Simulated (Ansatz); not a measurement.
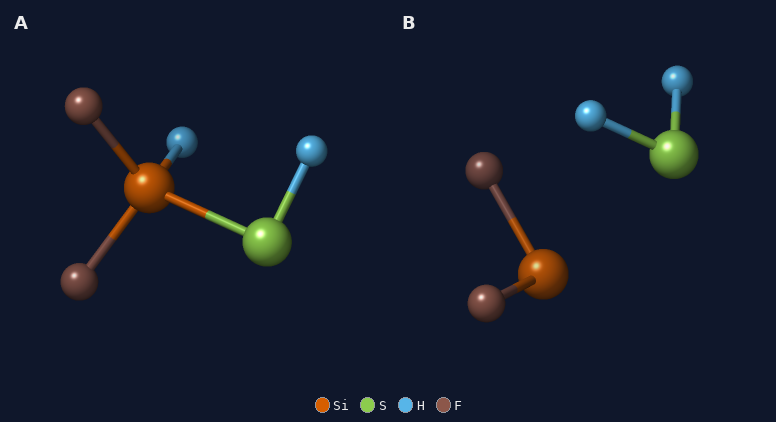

2 stationary structures of one formula. Geometries: PBE0-D4/def2-TZVP. Electronic energies: PBE-QIDH (frozen core)/def2-TZVPP (Ansatz 0.2.0), without zero-point energy.

Rank them by energy, lowest first.

Answer. A is lowest (C1, a minimum); B lies 200.5 kJ/mol above it (C1, a minimum).
